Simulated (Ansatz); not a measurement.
# Squeezing and shearing amorphous Si (169 atoms)

How stiff is amorphous Si (169 atoms)?

Main program and level: Ansatz 0.2.0; Kohn-Sham DFT, PBE, PAW (set soft_2), plane waves.

**1. The starting structure**

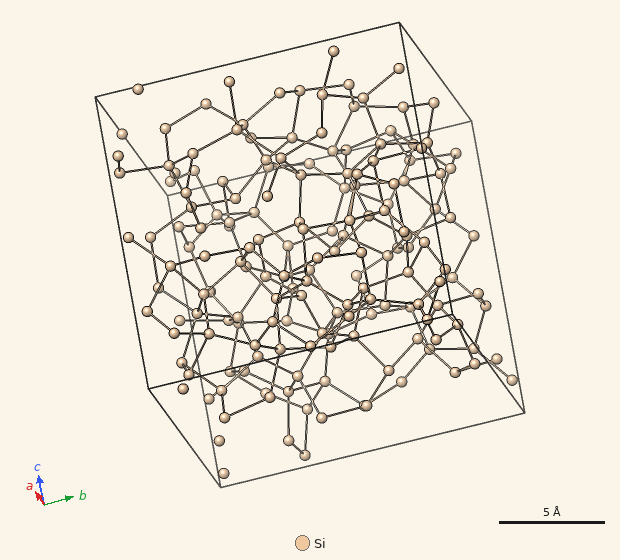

Start, viewed from a free direction; silicon light orange. Bonds to atoms that aren't drawn are left out. Some periodic images of atoms are drawn too.

The cell holds 169 atoms: 169 Si. Cell: a = 15.165 Å, b = 15.165 Å, c = 15.165 Å, α = 90.0°, β = 90.0°, γ = 90.0°. 169 atoms (169 Si) placed at random at 2.26 g/cm³, melted at 2500 K for 20 ps at fixed volume with the modified Tersoff potential (Kumagai, Izumi, Hara and Sakai, Comput. Mater. Sci. 39, 457 (2007)). Quenched from 2500 K to 300 K at 20 K/ps and fixed volume, held 5 ps. The density is a measured one.

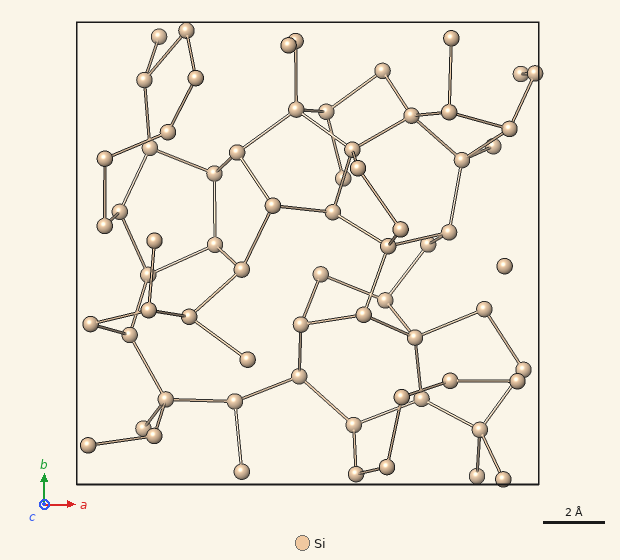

A slice 6 Å thick through the middle of the cell. Bonds to atoms that aren't drawn are left out.

What the set-up can't give: The quench rate of 20 K/ps is orders of magnitude faster than experiment, which tends to freeze in extra defects. The network of bonds at the start is that of the classical potential that made the cell, and needn't be the one that DFT or experiment would give. The Brillouin zone is sampled at Γ only.

**2. Single point at the start**

A single point comes first, to see the forces before anything moves.

File input.yaml:

```yaml
crystal:
  lattice:
    - [15.1647, 0.0, 0.0]
    - [0.0, 15.1647, 0.0]
    - [0.0, 0.0, 15.1647]
  atoms:
    - { symbol: Si, position: [0.96138, 0.88831, 0.32436] }
    - { symbol: Si, position: [0.33305, 0.9789, 0.30183] }
    - { symbol: Si, position: [0.1684, 0.52752, 0.68744] }
    - { symbol: Si, position: [0.72457, 0.7981, 0.50002] }
    - { symbol: Si, position: [0.42802, 0.61947, 0.8501] }
    - { symbol: Si, position: [0.49275, 0.37979, 0.9342] }
    - { symbol: Si, position: [0.60462, 0.02234, 0.47352] }
    - { symbol: Si, position: [0.52825, 0.45468, 0.36311] }
    - { symbol: Si, position: [0.25767, 0.87943, 0.64212] }
    - { symbol: Si, position: [0.18579, 0.27277, 0.02843] }
    - { symbol: Si, position: [0.89571, 0.51712, 0.04961] }
    - { symbol: Si, position: [0.60873, 0.68434, 0.69558] }
    - { symbol: Si, position: [0.73208, 0.3179, 0.4452] }
    - { symbol: Si, position: [0.14451, 0.12108, 0.31771] }
    - { symbol: Si, position: [0.9374, 0.66258, 0.10091] }
    - { symbol: Si, position: [0.85828, 0.52528, 0.70427] }
    - { symbol: Si, position: [0.34243, 0.17963, 0.41096] }
    - { symbol: Si, position: [0.35735, 0.02762, 0.44414] }
    - { symbol: Si, position: [0.03013, 0.34713, 0.583] }
    - { symbol: Si, position: [0.46623, 0.71885, 0.96478] }
    - { symbol: Si, position: [0.90785, 0.47629, 0.29687] }
    - { symbol: Si, position: [0.54792, 0.98567, 0.88105] }
    - { symbol: Si, position: [0.76585, 0.40888, 0.8797] }
    - { symbol: Si, position: [0.64274, 0.58689, 0.9924] }
    - { symbol: Si, position: [0.76066, 0.51949, 0.31749] }
    - { symbol: Si, position: [0.92612, 0.4724, 0.56424] }
    - { symbol: Si, position: [0.38182, 0.24483, 0.71625] }
    - { symbol: Si, position: [0.84242, 0.68951, 0.885] }
    - { symbol: Si, position: [0.14663, 0.87525, 0.44614] }
    - { symbol: Si, position: [0.17943, 0.1755, 0.8287] }
    - { symbol: Si, position: [0.99196, 0.88963, 0.47787] }
    - { symbol: Si, position: [0.59651, 0.7245, 0.54396] }
    [... 131 atom lines left out ...]
    - { symbol: Si, position: [0.31906, 0.06837, 0.17823] }
    - { symbol: Si, position: [0.72675, 0.95651, 0.25735] }
    - { symbol: Si, position: [0.79449, 0.15841, 0.79393] }
    - { symbol: Si, position: [0.21191, 0.94321, 0.78073] }
    - { symbol: Si, position: [0.59947, 0.12857, 0.3612] }
    - { symbol: Si, position: [0.36995, 0.27006, 0.56282] }
kpoints:
  mp_grid: { grid: [1, 1, 1] }
hamiltonian:
  xc: pbe
scf:
  occupations: { method: gaussian, width: 0.025 }
output:
  forces: true
```

Started as:

```
$ ansatz run input.yaml --threads 4 --pin off --max-ram 15872MiB --backend cpu --events-out ev --progress --plain --runs-dir out
```

Numbers of over 12 decimals in the logs are rounded to 6 here.

Output:

```text
Engine: ansatz 0.2.0, aarch64-unknown-linux-gnu
Pseudopotentials: kind: paw
Pseudopotential: Si, paw, valence charge 4, recommended cutoff 420 eV (normal), Si.paw.azcp
[... 5 lines on functional and potentials left out ...]
Crystal: 169 atoms, lattice volume = 3487.398 Å³
Basis set: ecut = 420 eV, 68243 PW (Γ), exchange–correlation on 216×216×216 points (8 copies of the dense FFT grid, shifted against one another)
Bands: 507, of which v1, the nominal top of the filled ones, is band 338 counted from 1 (337 counted from 0)
Symmetry: 1 space group operations
Space group: P1 (ITA 1), of the structure as read, at distance tolerance 1.5e-4 Å
k-points: 1
[... 3 lines on functional and potentials left out ...]
Initial density: superposition of atomic densities (neutral atoms: chi_scale 0, normalization atom), corrected by the library's trained network
Initial wavefunctions: pseudopotential atomic-orbital guess
Functional: x = pbe(κ = 0.804, μ = 0.219515), c = pbe(β = 0.066725)
SCF iter   1: F=—  HF=-107401.875628 eV  |F-HF|=—  |Δ(HF+E_count)|=         —  Δρ=3.60e-3  dr2=1.79e0  ethr=1.77e-3  ⟨swp⟩=6.0  Hψ=2351  notcnv=0  defer=83
preconditioner: auto → Resta (q_TF=auto, 2.076 Å⁻¹)  ε∞=5.7  [insulator: Δε(μ)=0.077 eV  Ē_g=7.510 eV  σ=0.025 eV  W_gap=0.97  n_scr=514 (ndim 8)  ℏωp=16.3 eV  f_vac=0.005  D(μ)=8.47/eV (n_scr^D=18)  ε∞_Penn≈5.7]
SCF iter   2: F=—  HF=-107401.700665 eV  |F-HF|=—  |Δ(HF+E_count)|=   1.75e-1  Δρ=1.84e-3  dr2=2.62e-1  ethr=2.65e-4  ⟨swp⟩=2.0  Hψ=590  notcnv=0  defer=128
SCF iter   3: F=—  HF=-107401.675639 eV  |F-HF|=—  |Δ(HF+E_count)|=   2.50e-2  Δρ=5.08e-4  dr2=2.32e-2  ethr=3.88e-5  ⟨swp⟩=3.0  Hψ=667  notcnv=0  defer=45
automatic band count: iteration 3 solves 392 bands in place of 507: the levels show a gap, and the empty bands left out lie too high to hold charge; the band table lists the bands solved (type scf.n_extra_bands for more)
SCF iter   4: F=—  HF=-107401.678827 eV  |F-HF|=—  |Δ(HF+E_count)|=   3.19e-3  Δρ=1.96e-4  dr2=5.64e-3  ethr=3.43e-6  ⟨swp⟩=3.0  Hψ=721  notcnv=0  defer=45
SCF iter   5: F=—  HF=-107401.680214 eV  |F-HF|=—  |Δ(HF+E_count)|=   1.39e-3  Δρ=7.52e-5  dr2=1.30e-3  ethr=8.35e-7  ⟨swp⟩=3.0  Hψ=691  notcnv=0  defer=45
SCF iter   6: F=—  HF=-107401.680539 eV  |F-HF|=—  |Δ(HF+E_count)|=   3.25e-4  Δρ=3.16e-5  dr2=1.99e-4  ethr=1.93e-7  ⟨swp⟩=2.0  Hψ=438  notcnv=0  defer=45
SCF iter   7: F=—  HF=-107401.680639 eV  |F-HF|=—  |Δ(HF+E_count)|=   1.00e-4  Δρ=1.34e-5  dr2=3.84e-5  ethr=2.94e-8  ⟨swp⟩=2.0  Hψ=504  notcnv=0  defer=45
SCF iter   8: F=—  HF=-107401.682185 eV  |F-HF|=—  |Δ(HF+E_count)|=   1.55e-3  Δρ=5.33e-6  dr2=4.88e-6  ethr=5.68e-9  ⟨swp⟩=2.0  Hψ=572  notcnv=0  defer=45
SCF iter   9: F=—  HF=-107401.682188 eV  |F-HF|=—  |Δ(HF+E_count)|=   2.62e-6  Δρ=1.88e-6  dr2=4.84e-7  ethr=7.22e-10  ⟨swp⟩=2.0  Hψ=527  notcnv=0  defer=45
SCF iter  10: F=-107401.682188 eV  HF=-107401.682188 eV  |F-HF|=4.14e-8  |Δ(HF+E_count)|=   5.02e-7  Δρ=6.79e-7  dr2=6.67e-8  ethr=1.48e-11  ⟨swp⟩=5.0  Hψ=1430  notcnv=0
SCF 1 converged in 10 iterations: F = -107401.682188 eV  dr2 = 6.67e-8
  greatest PAW one-centre occupation: 0.676 electrons in one spin orbital (limit 2), on the Si atom at site 88 (counted from 0), in its partial waves of l = 0
SCF converged after 10 iterations
Free energy (F): -107401.682188 eV
Harris-Foulkes:  -107401.682188 eV  (|F-HF|=4.14e-8)
Internal energy: -107401.674171 eV  (E = F + TS)
E sigma→0 (E₀):  -107401.678180 eV
Entropy (-TS):   -0.008017 eV (-0.047 meV/atom)
Fermi energy:    6.111358 eV
--- Per-component energies (eV) ---
  E_band       = 640.040628
  E_kinetic    = 6746.264940
  E_local      = -6108.974645  (includes V_loc(G=0)·N_el)
  E_nonlocal   = 4366.687256
  E_hartree    = 1944.987727
  E_xc         = -9298.448069
  E_vxc        = -7860.363572  (∫ρ·V_xc dr)
  E_paw        = -86633.131344  (= ΣΔE_a)
  E_vpaw       = -393.548604  (= ΣTr[D̂ρ^β])
  E_aug_tail   = 0.001079  (compensation charges beyond the density's cutoff)
  E_ewald      = -18419.061115
  E_smearing   = -0.008017  (= −TS)
  E_closure    = 0.000000  (closes the sum)
  Σ components = -107401.682188   (vs F -107401.682188, Δ=0.00e0)
--- Forces (eV/Å), atoms counted from 1 ---
  atom   1  Si    -0.57588391    -0.74644434    -0.04875811
  atom   2  Si     0.35831149    -0.81647979    -0.14075325
  atom   3  Si    -0.10750439    -0.46079055    -1.06136340
  atom   4  Si    -0.08375736     0.19396180    -0.07534013
  atom   5  Si    -0.47699130     0.10196733     0.29297093
  atom   6  Si    -0.21629864     0.33515101    -0.47222221
  atom   7  Si     0.64409871    -0.74458417     0.19521830
  atom   8  Si     0.45074750    -0.02628287     1.11645619
  atom   9  Si     0.06550852    -0.86733621     0.83149263
  atom  10  Si    -0.29887139    -0.05187199     0.11315989
  atom  11  Si     0.44407481     0.43749587    -0.20829041
  atom  12  Si     0.40572944     0.35259307    -0.18223764
  atom  13  Si     0.78120557    -0.02184395    -0.08376285
  atom  14  Si    -0.65197705     0.16715056     0.09740160
[...]
atom 168  Si    -0.17308271    -0.30456379    -0.33253119
  atom 169  Si     0.02062318     0.14491421    -0.74509790
  max |Σ_I F_I| component: 2.58e-5 eV/Å
```

Wall time 44 s (4 threads of Arm Neoverse V1, shared host); peak memory 4.4 GiB; 2.8 min of CPU time.

In the SCF lines HF is the Harris–Foulkes energy and dr2 the Hartree energy of the density residual, in eV; the loop may stop once dr2 is under the threshold and the program's other checks hold. Hψ counts applications of the Hamiltonian.

The r.m.s. force at the start is 0.46 eV/Å.

**3. Cell and atoms relaxed**

Cell and atoms are freed together, to release stress as well as forces.

File input.yaml:

```yaml
crystal:
  lattice:
    - [15.1647, 0.0, 0.0]
    - [0.0, 15.1647, 0.0]
    - [0.0, 0.0, 15.1647]
  atoms:
    [... the 169 atom lines of step 2 ...]
kpoints:
  mp_grid: { grid: [1, 1, 1] }
hamiltonian:
  xc: pbe
scf:
  occupations: { method: gaussian, width: 0.025 }
output:
  forces: true
relax:
  f_tol: 0.05
  max_steps: 150
  cell: {}
```

Output:

```text
[...]
Crystal: 169 atoms, lattice volume = 3487.398 Å³
Basis set: ecut = 420 eV, 68243 PW (Γ), exchange–correlation on 216×216×216 points (8 copies of the dense FFT grid, shifted against one another)
Bands: 507, of which v1, the nominal top of the filled ones, is band 338 counted from 1 (337 counted from 0)
Symmetry: 1 space group operations
[...]
k-points: 1
[...]
SCF iter   1: F=—  HF=-107401.875626 eV  |F-HF|=—  |Δ(HF+E_count)|=         —  Δρ=3.60e-3  dr2=1.79e0  ethr=1.77e-3  ⟨swp⟩=6.0  Hψ=2351  notcnv=0  defer=83
[...]
SCF iter  10: F=-107401.682188 eV  HF=-107401.682188 eV  |F-HF|=3.57e-8  |Δ(HF+E_count)|=   5.13e-7  Δρ=7.07e-7  dr2=8.03e-8  ethr=1.48e-11  ⟨swp⟩=5.0  Hψ=1524  notcnv=0
SCF 1 converged in 10 iterations: F = -107401.682188 eV  dr2 = 8.03e-8
[...]
relax step   1: F+E_penalty+E_count = -107401.68218823 eV  Δ(F+E_penalty+E_count) = +0.000e0 eV  max|allowed force component| = 1.572e0 eV/Å  Δτ_max = 0.0000 Å  P = +0.059 GPa  Ω = 3487.398 Å³  (10 SCF iters, dr2 threshold 1.00e-7 eV, accepted)
[... from here on, the SCF cycles and remarks between the steps are left out ...]
relax step   2: F+E_penalty+E_count = -107407.30160726 eV  Δ(F+E_penalty+E_count) = -5.619e0 eV  max|allowed force component| = 6.460e-1 eV/Å  Δτ_max = 0.1941 Å  P = -0.057 GPa  Ω = 3481.773 Å³  energy of the carried Pulay correction = +6.908e-4 eV  (8 SCF iters, dr2 threshold 1.69e-5 eV, accepted)
relax step   3: F+E_penalty+E_count = -107408.57232974 eV  Δ(F+E_penalty+E_count) = -1.271e0 eV  max|allowed force component| = 4.857e-1 eV/Å  Δτ_max = 0.1858 Å  P = -0.025 GPa  Ω = 3475.976 Å³  energy of the carried Pulay correction = +1.404e-3 eV  (7 SCF iters, dr2 threshold 1.69e-5 eV, accepted)
relax step   4: F+E_penalty+E_count = -107409.08611661 eV  Δ(F+E_penalty+E_count) = -5.138e-1 eV  max|allowed force component| = 3.055e-1 eV/Å  Δτ_max = 0.2000 Å  P = -0.088 GPa  Ω = 3483.881 Å³  energy of the carried Pulay correction = +4.318e-4 eV  (7 SCF iters, dr2 threshold 1.47e-5 eV, accepted)
relax step   5: F+E_penalty+E_count = -107409.37317011 eV  Δ(F+E_penalty+E_count) = -2.871e-1 eV  max|allowed force component| = 3.458e-1 eV/Å  Δτ_max = 0.1940 Å  P = -0.011 GPa  Ω = 3484.139 Å³  energy of the carried Pulay correction = +4.001e-4 eV  (8 SCF iters, dr2 threshold 5.83e-6 eV, accepted)
relax step   6: F+E_penalty+E_count = -107409.58203725 eV  Δ(F+E_penalty+E_count) = -2.089e-1 eV  max|allowed force component| = 1.858e-1 eV/Å  Δτ_max = 0.2000 Å  P = +0.050 GPa  Ω = 3480.918 Å³  energy of the carried Pulay correction = +7.959e-4 eV  (8 SCF iters, dr2 threshold 7.47e-6 eV, accepted)
relax step   7: F+E_penalty+E_count = -107409.66297050 eV  Δ(F+E_penalty+E_count) = -8.093e-2 eV  max|allowed force component| = 1.866e-1 eV/Å  Δτ_max = 0.0899 Å  P = -0.011 GPa  Ω = 3484.173 Å³  energy of the carried Pulay correction = +3.959e-4 eV  (7 SCF iters, dr2 threshold 2.16e-6 eV, accepted)
relax step   8: F+E_penalty+E_count = -107409.71204689 eV  Δ(F+E_penalty+E_count) = -4.908e-2 eV  max|allowed force component| = 1.242e-1 eV/Å  Δτ_max = 0.0816 Å  P = -0.022 GPa  Ω = 3484.137 Å³  energy of the carried Pulay correction = +4.004e-4 eV  (7 SCF iters, dr2 threshold 2.18e-6 eV, accepted)
relax step   9: F+E_penalty+E_count = -107409.74840874 eV  Δ(F+E_penalty+E_count) = -3.636e-2 eV  max|allowed force component| = 1.477e-1 eV/Å  Δτ_max = 0.1041 Å  P = -0.038 GPa  Ω = 3484.739 Å³  energy of the carried Pulay correction = +3.264e-4 eV  (7 SCF iters, dr2 threshold 9.64e-7 eV, accepted)
relax step  10: F+E_penalty+E_count = -107409.78776872 eV  Δ(F+E_penalty+E_count) = -3.936e-2 eV  max|allowed force component| = 1.608e-1 eV/Å  Δτ_max = 0.0776 Å  P = -0.008 GPa  Ω = 3483.324 Å³  energy of the carried Pulay correction = +5.002e-4 eV  (6 SCF iters, dr2 threshold 1.36e-6 eV, accepted)
relax step  11: F+E_penalty+E_count = -107409.85753359 eV  Δ(F+E_penalty+E_count) = -6.976e-2 eV  max|allowed force component| = 1.865e-1 eV/Å  Δτ_max = 0.1935 Å  P = +0.018 GPa  Ω = 3482.657 Å³  energy of the carried Pulay correction = +5.822e-4 eV  (7 SCF iters, dr2 threshold 1.62e-6 eV, accepted)
relax step  12: F+E_penalty+E_count = -107409.96837273 eV  Δ(F+E_penalty+E_count) = -1.108e-1 eV  max|allowed force component| = 2.513e-1 eV/Å  Δτ_max = 0.1936 Å  P = +0.020 GPa  Ω = 3483.823 Å³  energy of the carried Pulay correction = +4.389e-4 eV  (6 SCF iters, dr2 threshold 2.17e-6 eV, accepted)
relax step  13: F+E_penalty+E_count = -107410.14759450 eV  Δ(F+E_penalty+E_count) = -1.792e-1 eV  max|allowed force component| = 3.472e-1 eV/Å  Δτ_max = 0.1950 Å  P = -0.000 GPa  Ω = 3486.298 Å³  energy of the carried Pulay correction = +1.350e-4 eV  (6 SCF iters, dr2 threshold 3.95e-6 eV, accepted)
relax step  14: F+E_penalty+E_count = -107410.37905300 eV  Δ(F+E_penalty+E_count) = -2.315e-1 eV  max|allowed force component| = 3.936e-1 eV/Å  Δτ_max = 0.1965 Å  P = -0.020 GPa  Ω = 3489.073 Å³  energy of the carried Pulay correction = -2.056e-4 eV  (6 SCF iters, dr2 threshold 7.53e-6 eV, accepted)
relax step  15: F+E_penalty+E_count = -107410.57849625 eV  Δ(F+E_penalty+E_count) = -1.994e-1 eV  max|allowed force component| = 6.108e-1 eV/Å  Δτ_max = 0.1956 Å  P = -0.020 GPa  Ω = 3492.120 Å³  energy of the carried Pulay correction = -5.792e-4 eV  (6 SCF iters, dr2 threshold 9.68e-6 eV, accepted)
relax step  16: F+E_penalty+E_count = -107410.39143046 eV  Δ(F+E_penalty+E_count) = +1.871e-1 eV  max|allowed force component| = 1.650e0 eV/Å  Δτ_max = 0.1998 Å  P = +0.048 GPa  Ω = 3493.893 Å³  energy of the carried Pulay correction = -7.964e-4 eV  (6 SCF iters, dr2 threshold 1.69e-5 eV, rejected (line search))
relax step  17: F+E_penalty+E_count = -107410.77653512 eV  Δ(F+E_penalty+E_count) = -1.980e-1 eV  max|allowed force component| = 4.839e-1 eV/Å  Δτ_max = 0.0970 Å  P = -0.010 GPa  Ω = 3492.961 Å³  energy of the carried Pulay correction = -6.822e-4 eV  (10 SCF iters, accepted)
relax step  18: F+E_penalty+E_count = -107410.87995653 eV  Δ(F+E_penalty+E_count) = -1.034e-1 eV  max|allowed force component| = 3.293e-1 eV/Å  Δτ_max = 0.0978 Å  P = +0.002 GPa  Ω = 3493.479 Å³  energy of the carried Pulay correction = -7.457e-4 eV  (6 SCF iters, dr2 threshold 1.46e-5 eV, accepted)
relax step  19: F+E_penalty+E_count = -107410.97896803 eV  Δ(F+E_penalty+E_count) = -9.901e-2 eV  max|allowed force component| = 1.571e-1 eV/Å  Δτ_max = 0.1493 Å  P = -0.003 GPa  Ω = 3495.097 Å³  energy of the carried Pulay correction = -9.438e-4 eV  (6 SCF iters, dr2 threshold 6.78e-6 eV, accepted)
relax step  20: F+E_penalty+E_count = -107411.02154355 eV  Δ(F+E_penalty+E_count) = -4.258e-2 eV  max|allowed force component| = 8.625e-2 eV/Å  Δτ_max = 0.1244 Å  P = -0.008 GPa  Ω = 3496.147 Å³  energy of the carried Pulay correction = -1.072e-3 eV  (6 SCF iters, dr2 threshold 1.54e-6 eV, accepted)
relax step  21: F+E_penalty+E_count = -107411.02884587 eV  Δ(F+E_penalty+E_count) = -7.302e-3 eV  max|allowed force component| = 3.679e-2 eV/Å  Δτ_max = 0.0162 Å  P = +0.002 GPa  Ω = 3496.116 Å³  energy of the carried Pulay correction = -1.069e-3 eV  (6 SCF iters, dr2 threshold 4.65e-7 eV, accepted)
relax step  22: F+E_penalty+E_count = -107411.03251452 eV  Δ(F+E_penalty+E_count) = -3.669e-3 eV  max|allowed force component| = 3.685e-2 eV/Å  Δτ_max = 0.0000 Å  P = +0.004 GPa  Ω = 3496.116 Å³  stress off target by 2.33e-2 GPa  SCF on the basis re-selected at this cell (its energy is not comparable with the rows above)  (6 SCF iters)
basis re-selected at this cell: Δ(F+E_penalty+E_count) = -3.669e-3 eV, ΔP = +0.002 GPa vs the last step (what re-selecting the basis moved, of the pressure what is left beyond the Pulay correction that the steps carried, after the strain that the cell walked since its last selection, [...]
SCF converged after 6 iterations
Free energy (F): -107411.032515 eV
[...]
Internal energy: -107411.032290 eV  (E = F + TS)
E sigma→0 (E₀):  -107411.032402 eV
Entropy (-TS):   -0.000225 eV (-0.001 meV/atom)
Fermi energy:    6.031738 eV
[...]
--- Forces (eV/Å), atoms counted from 1 ---
  atom   1  Si     0.00413552    -0.00213474     0.00181545
  atom   2  Si     0.00307208     0.00136465     0.00335691
  atom   3  Si    -0.00069369     0.00961977    -0.00133090
  atom   4  Si    -0.00260989     0.00074732    -0.00013663
  atom   5  Si     0.00065772     0.00311188    -0.00533273
  atom   6  Si     0.00052129     0.00539461     0.00266138
  atom   7  Si    -0.00381275     0.00509235     0.00443842
  atom   8  Si    -0.00898577     0.00548030     0.00247376
  atom   9  Si     0.00087670     0.00685640     0.00309060
  atom  10  Si     0.00333493     0.00217451    -0.00035511
  atom  11  Si     0.00259437    -0.00018827    -0.00081730
  atom  12  Si    -0.00248100    -0.00151150     0.00379980
  atom  13  Si     0.00430738    -0.01074027    -0.01529746
  atom  14  Si     0.00140152    -0.00045819     0.00047200
[...]
atom 168  Si    -0.00564188    -0.00540085     0.00038666
  atom 169  Si    -0.00053937     0.02090753     0.00839607
  max |Σ_I F_I| component: 1.82e-6 eV/Å
--- Stress (GPa, compression-positive) ---
       -0.017743      -0.006478       0.005168
       -0.006478       0.007053       0.004341
        0.005168       0.004341       0.021819
  P = ⅓ Tr σ = 0.0037 GPa (0.037 kbar)
--- Relaxed structure (21 steps of the walk, 20 accepted, 1 SCFs on fresh bases) ---
  F+E_penalty+E_count = -107411.03251452 eV   max|allowed force component| = 3.685e-2 eV/Å   (the final SCF, on the basis selected at the relaxed cell)
  cell:  # Å, volume = 3496.1163 Å³
    - [15.229194, 0.246820, 0.047803]
    - [0.246820, 15.233276, 0.027262]
    - [0.047803, 0.027262, 15.074237]
  atoms:
    - { symbol: Si, position: [0.947712, 0.866149, 0.335037] }
    - { symbol: Si, position: [0.316431, 0.971136, 0.302020] }
    - { symbol: Si, position: [0.151108, 0.484379, 0.685631] }
    - { symbol: Si, position: [0.721172, 0.796385, 0.490160] }
[...]
- { symbol: Si, position: [0.358929, 0.282014, 0.563429] }
```

The job ended after 17 min (4 threads; peak memory 4.5 GiB).

The relaxation converged after 21 steps, with a largest force component of 0.037 eV/Å.

(Part 1 of 3 ends here.)

[Logs are printed without paths, hosts, clocks, repeated set-up lines and the standing remarks that a program may print on its own settings, such as how far it seeks lower states.]

[Hosts, paths, dates, database ids (printed as entryN), source tags and the programs' standing remarks are cut or masked in the printed files.]
